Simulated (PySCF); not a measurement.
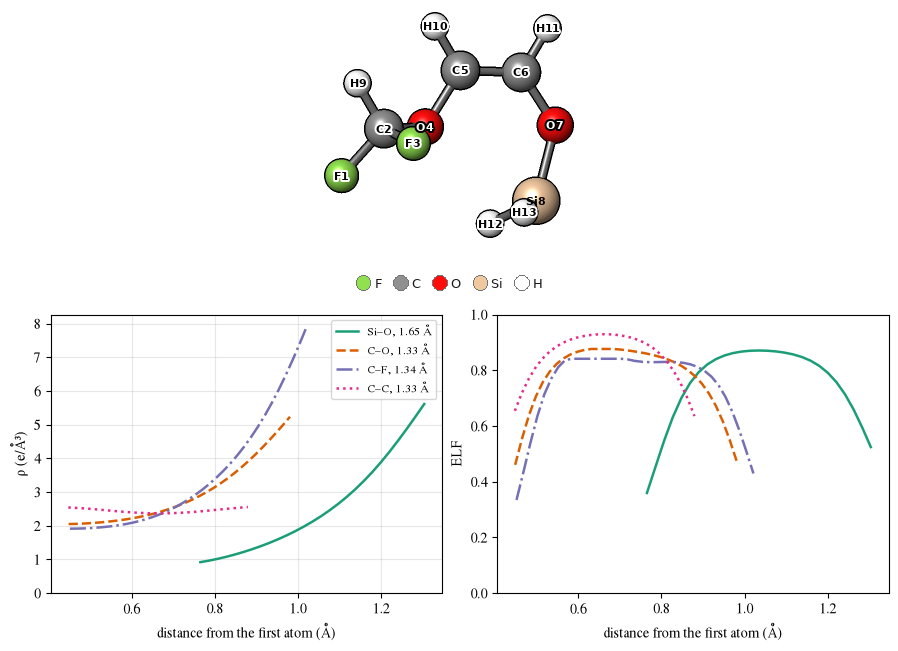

The picture shows: C3H5F2O2Si (SMILES FC(F)O/C=C\O[SiH2]) (doublet). Electron density and electron localisation function along straight lines between neighbouring atoms. The curves leave out the atomic cores. The structure is drawn too.

Geometry: GFN2-xTB.

Computed with UKS B3LYP, pcH-1 on C F H O Si, non-relativistic, mean-field spin-orbit, GIAO (PySCF).

```yaml
atoms:
  - { symbol: F, position_ang: [-1.6058, -2.2379, 0.4108] }
  - { symbol: C, position_ang: [-1.5103, -0.9036, 0.4693] }
  - { symbol: F, position_ang: [-1.2998, -0.6022, 1.7802] }
  - { symbol: O, position_ang: [-0.4832, -0.5112, -0.3028] }
  - { symbol: C, position_ang: [-0.4770, 0.8378, -0.6700] }
  - { symbol: C, position_ang: [0.6677, 1.5067, -0.7358] }
  - { symbol: O, position_ang: [1.8683, 1.0276, -0.4250] }
  - { symbol: Si, position_ang: [2.2708, -0.4097, 0.2891] }
  - { symbol: H, position_ang: [-2.4871, -0.4605, 0.1911] }
  - { symbol: H, position_ang: [-1.4341, 1.2712, -0.9154] }
  - { symbol: H, position_ang: [0.6736, 2.5340, -1.0761] }
  - { symbol: H, position_ang: [2.1254, -1.5084, -0.6453] }
  - { symbol: H, position_ang: [1.6871, -0.5432, 1.6121] }
```

**Compare the contacts.**

Si–O (1.65 Å): the density is about 1.1 e/Å³ at the midpoint; the ELF peaks at about 0.85 between the atoms, as expected for a shared but strongly polarised pair.
C–O (1.33 Å): ρ is about 2.4 e/Å³ halfway; the ELF peaks at about 0.90 between the atoms (a shared but strongly polarised pair).
C–F (1.34 Å): the density is about 2.3 e/Å³ at the midpoint; the ELF peaks at about 0.85 between the atoms; a polar covalent bond.
C–C (1.33 Å): the density is about 2.4 e/Å³ at the midpoint; the ELF peaks at about 0.95 between the atoms; a multiple bond.
